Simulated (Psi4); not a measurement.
# One shape, several levels: AlHClO (SMILES [O][AlH][Cl])

Wanted: a comparison of 4 runs (UHF/3-21G, UHF-D3(BJ)/jun-cc-pV(D+d)Z, UM06-2X/pcseg-2, UB2GP-PLYP-VV10/pcSseg-2) of AlHClO. 

The results are computed with Psi4 1.11.

1 further run of the same task is left out (it didn't finish).

**1. The structure to begin with**

AlHClO has 4 atoms, charge 0, and is taken as a doublet. As SMILES, `[O][AlH][Cl]`. The coordinates come from a PBE0-D4/def2-TZVP relaxation.

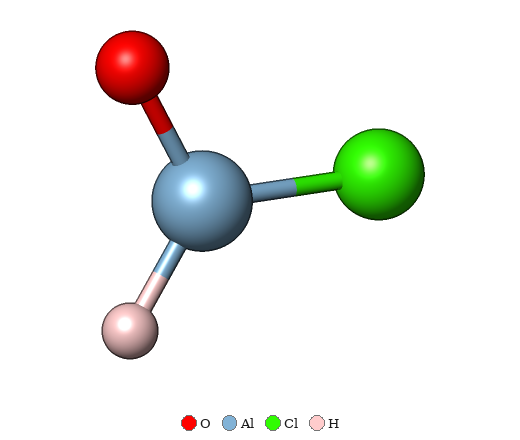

The structure, seen from a chosen angle (oxygen red, aluminium light blue, chlorine green, hydrogen pink).

**2. The energy at UHF/3-21G (run 1)**

Contents of job.inp:

```
memory 1600 mb

molecule molecule1 {
  0 2
  O      0.290600    -1.035900     1.350600
  Al     0.118400     0.049000     0.015600
  Cl    -1.573200    -0.210600    -1.168800
  H      1.219700     1.137300    -0.217800
  symmetry c1
}

set basis 3-21G
set reference uhf
set puream true
set e_convergence 1e-09
set d_convergence 1e-08
set scf_type pk
set maxiter 200

energy_value, wavefunction = energy('hf', return_wfn=True)
oeprop(wavefunction, 'QUADRUPOLE', 'LOWDIN_CHARGES', 'MULLIKEN_CHARGES')
print_variables()
```

The run is started by

```console
$ psi4 -i job.inp -o job.out -n 1
```

job.out:

```text
[...]
  Running in c1 symmetry.
[...]
  Nuclear repulsion =  118.890581239465817
[...]
  Multiplicity = 2
[...]
  Nalpha       = 20
  Nbeta        = 19
[...]
    Number of basis functions: 37
[...]
   @UHF iter   1:  -772.54318945185150   -6.81843e-01   1.80314e-02 DIIS/ADIIS
[...]
   @UHF iter  19:  -772.98213113990766   -7.95808e-13   8.19008e-09 DIIS
[...]
   @S^2 Observed:                7.550414372E-01
[...]
  @UHF Final Energy:  -772.98213113990766
   => Energetics <=
    Nuclear Repulsion Energy =            118.8905812394658170
    One-Electron Energy =               -1308.5162404356537991
    Two-Electron Energy =                 416.6435280562803314
    Total Energy =                       -772.9821311399077786
  UHF NO Occupations:
  HONO-2 :   18  A 1.9990968
  HONO-1 :   19  A 1.9986610
[...]
 Multipole Moments:
 ------------------------------------------------------------------------------------
     Multipole            Electronic (a.u.)      Nuclear  (a.u.)        Total (a.u.)
 ------------------------------------------------------------------------------------
 L = 1.  Multiply by 2.5417464519 to convert [e a0] to [Debye]
 Dipole X            :         -1.2661136            1.9511550            0.6850414
 Dipole Y            :         -0.4033352            0.9637097            0.5603746
 Dipole Z            :         -0.6582084            0.6403065           -0.0179019
 Magnitude           :                                                    0.8852242
 L = 2.  Multiply by 1.3450342976 to convert [e a0^2] to [Debye ang]
 Quadrupole XX       :       -140.4428695          115.7621842          -24.6806853
 Quadrupole XY       :          2.9258045           -3.2337291           -0.3079246
[...]
  Mulliken Charges: (a.u.)
   Center  Symbol    Alpha    Beta     Spin     Total
       1     O     4.75928  3.72879  1.03049 -0.48807
       2    AL     5.85503  5.92082 -0.06579  1.22415
       3    CL     8.76500  8.75627  0.00873 -0.52127
       4     H     0.62070  0.59412  0.02658 -0.21482
   Total alpha = 20.00000, Total beta = 19.00000, Total charge = -0.00000
  Lowdin Charges: (a.u.)
   Center  Symbol    Alpha    Beta     Spin     Total
       1     O     4.67074  3.64673  1.02401 -0.31747
       2    AL     6.10789  6.16148 -0.05360  0.73063
[...]
```

Wall time 2.2 s (1 thread of Intel Xeon Platinum 8259CL at 2.50GHz (Skylake/Cascade Lake), shared host); peak memory 0.18 GiB.

**3. The charge distribution at UHF-D3(BJ)/jun-cc-pV(D+d)Z (density fitting) (run 2)**

Contents of alclho.py:

```python
import psi4

psi4.set_memory('1600 MB')
psi4.set_num_threads(1)
psi4.core.set_output_file('psi4.out', False)

mol = psi4.geometry("""
0 2
O      0.290600    -1.035900     1.350600
Al     0.118400     0.049000     0.015600
Cl    -1.573200    -0.210600    -1.168800
H      1.219700     1.137300    -0.217800
no_reorient
no_com
""")

psi4.set_options({
    'basis': 'jun-cc-pV(D+d)Z',
    'reference': 'uhf',
    'scf_type': 'df',
    'print': 2,
})

result, w = psi4.energy("hf-d3bj2b", molecule=mol, return_wfn=True)
psi4.oeprop(w, "MULLIKEN_CHARGES", "DIPOLE", "ESP_AT_NUCLEI")
print(f'hf-d3bj2b energy: {result:.10f} Eh')
```

The run is started by

```console
$ python alclho.py
```

psi4.out:

```text
[...]
  Running in c1 symmetry.
[...]
  Nuclear repulsion =  118.890581239465817
[...]
  Multiplicity = 2
[...]
  Nalpha       = 20
  Nbeta        = 19
[...]
   @DF-UHF iter   1:  -776.49434669943582   -6.86629e-01   9.58597e-03 DIIS/ADIIS
[...]
   @DF-UHF iter  16:  -776.96756315677169   -1.46947e-08   4.02652e-07 DIIS
[...]
   @S^2 Observed:                7.570061504E-01
[...]
    Orbital Energies [Eh]
    ---------------------
    Alpha Occupied:
       1A   -104.834759     2A    -58.541732     3A    -20.624988
       4A    -10.564050     5A     -8.031023     6A     -8.028825
       7A     -8.028747     8A     -4.954757     9A     -3.270282
      10A     -3.269466    11A     -3.267492    12A     -1.349775
      13A     -1.098579    14A     -0.650435    15A     -0.630478
      16A     -0.556146    17A     -0.555534    18A     -0.501615
      19A     -0.486089    20A     -0.474060
    Alpha Virtual:
      21A      0.024537    22A      0.036690    23A      0.037970
      24A      0.040055    25A      0.076362    26A      0.125661
[...]
  @DF-UHF Final Energy:  -776.96756315677169
   => Energetics <=
    Nuclear Repulsion Energy =            118.8905812394658170
    One-Electron Energy =               -1313.1882129164641810
    Two-Electron Energy =                 417.3509341838682758
    Total Energy =                       -776.9675631567716891
  UHF NO Occupations:
  HONO-2 :   18  A 1.9986153
  HONO-1 :   19  A 1.9985866
[...]
 Multipole Moments:
 ------------------------------------------------------------------------------------
     Multipole            Electronic (a.u.)      Nuclear  (a.u.)        Total (a.u.)
 ------------------------------------------------------------------------------------
 L = 1.  Multiply by 2.5417464519 to convert [e a0] to [Debye]
 Dipole X            :         41.2733894          -40.9327907            0.3405987
 Dipole Y            :         19.5921717          -19.0731948            0.5189769
 Dipole Z            :         16.8867469          -17.1583353           -0.2715883
 Magnitude           :                                                    0.6775727
[...]
  Mulliken Charges: (a.u.)
   Center  Symbol    Alpha    Beta     Spin     Total
       1     O     4.70757  3.66179  1.04578 -0.36937
       2    AL     6.08841  6.14811 -0.05970  0.76348
       3    CL     8.63946  8.63249  0.00697 -0.27195
       4     H     0.56455  0.55761  0.00695 -0.12216
   Total alpha = 20.00000, Total beta = 19.00000, Total charge =  0.00000
```

The script printed:

```text
hf-d3bj2b energy: -776.9675631568 Eh
```

It took 5.1 s on 1 thread of Intel Xeon Platinum 8259CL at 2.50GHz (Skylake/Cascade Lake), shared host; peak memory 0.28 GiB.

Atomic charges (e):

| atom | Mulliken |
| --- | --- |
| O1 | -0.369 |
| Al2 | +0.763 |
| Cl3 | -0.272 |
| H4 | -0.122 |

Run 3 isn't shown in full; the table further down has it.

**4. The energy at UB2GP-PLYP-VV10/pcSseg-2 (ZORA, density fitting, density fitting for correlation) (run 4)**

Contents of input.inp:

```
memory 1.6 GB

molecule m {
  0 2
  O      0.290600    -1.035900     1.350600
  Al     0.118400     0.049000     0.015600
  Cl    -1.573200    -0.210600    -1.168800
  H      1.219700     1.137300    -0.217800
  symmetry c1
}

set globals {
  basis        pcSseg-2
  reference    uks
  scf_type     mem_df
  relativistic zora
}

e, wfn = energy('b2gpplyp-nl', return_wfn=True)
print_variables()
```

The run is started by

```console
$ psi4 input.inp input.out -n 1
```

input.out:

```text
[...]
  Running in c1 symmetry.
[...]
  Nuclear repulsion =  118.890581239465817
[...]
  Multiplicity = 2
[...]
  Nalpha       = 20
  Nbeta        = 19
[...]
    Number of basis functions: 136
[...]
   @DF-UKS iter   1:  -780.26426699897115   -4.71170e-01   6.45980e-03 DIIS/ADIIS
[...]
   @DF-UKS iter  15:  -780.76381019432961   -9.65911e-08   6.00856e-07 DIIS
[...]
   @S^2 Observed:                7.551587990E-01
[...]
    Orbital Energies [Eh]
    ---------------------
    Alpha Occupied:
       1A   -104.198420     2A    -57.719933     3A    -20.026767
       4A    -10.154782     5A     -7.693102     6A     -7.691292
       7A     -7.691094     8A     -4.627422     9A     -3.031799
      10A     -3.028501    11A     -3.026900    12A     -1.185050
      13A     -0.986178    14A     -0.553803    15A     -0.550545
      16A     -0.484460    17A     -0.471475    18A     -0.441414
      19A     -0.426799    20A     -0.415715
    Alpha Virtual:
      21A      0.005673    22A      0.038684    23A      0.062882
      24A      0.101888    25A      0.145545    26A      0.147778
[...]
  @DF-UKS Final Energy:  -780.76381019432961
   => Energetics <=
    Nuclear Repulsion Energy =            118.8905812394658170
    One-Electron Energy =               -1317.0246033305654692
    Two-Electron Energy =                 437.3217277777919207
    DFT Exchange-Correlation Energy =     -20.0323452347933113
    Empirical Dispersion Energy =           0.0000000000000000
    VV10 Nonlocal Energy =                  0.0808293537714467
    Total Energy =                       -780.7638101943296078
[...]
 Multipole Moments:
 ------------------------------------------------------------------------------------
     Multipole            Electronic (a.u.)      Nuclear  (a.u.)        Total (a.u.)
 ------------------------------------------------------------------------------------
 L = 1.  Multiply by 2.5417464519 to convert [e a0] to [Debye]
 Dipole X            :         -1.6020493            1.9511550            0.3491057
 Dipole Y            :         -0.4813319            0.9637097            0.4823778
 Dipole Z            :         -0.8645153            0.6403065           -0.2242088
 Magnitude           :                                                    0.6362647
[...]
```

Run time: 82 s. Hardware: 1 thread of Intel Xeon Platinum 8259CL at 2.50GHz (Skylake/Cascade Lake), shared host; peak memory 0.62 GiB.

**5. The series**

| run | level | task | integrals | energy (Eh) | dipole moment (D) | HOMO energy (eV) | LUMO energy (eV) | wall time |
| --- | --- | --- | --- | --- | --- | --- | --- | --- |
| 1 | UHF/3-21G | energy | pk | -772.982131 | 2.25 | -12.62 | 1.44 | 2.2 s |
| 2 | UHF-D3(BJ)/jun-cc-pV(D+d)Z (density fitting) | properties | df | -776.967563 | 1.72 | -12.79 | 0.67 | 5.1 s |
| 3 | UM06-2X/pcseg-2 | gradient | pk | -778.484055 | 1.62 | -10.75 | -3.25 | 80 s |
| 4 | UB2GP-PLYP-VV10/pcSseg-2 (ZORA, density fitting, density fitting for correlation) | energy | mem_df | -781.069676 | – | -11.21 | -1.39 | 82 s |

**6. What came out**

| quantity | value |
| --- | --- |
| run 4: total energy | -781.06968 Eh |
| run 4: HOMO energy (SCF part's orbitals) (highest over α and β) | -11.21 eV |
| run 4: LUMO energy (SCF part's orbitals) (lowest over α and β) | -1.39 eV |
| run 4: ⟨S²⟩ | 0.755 |

**Reading.** Over runs 1, 2, 3 the dipole moment (its size) runs from 1.62 D (UM06-2X/pcseg-2) to 2.25 D (UHF/3-21G). The two ends differ in method and basis. Totals of different functionals can't be ranked against each other. Some runs of one species differ in core potentials or relativity; totals across that change don't compare. All runs together took 2.8 min, the longest 82 s.
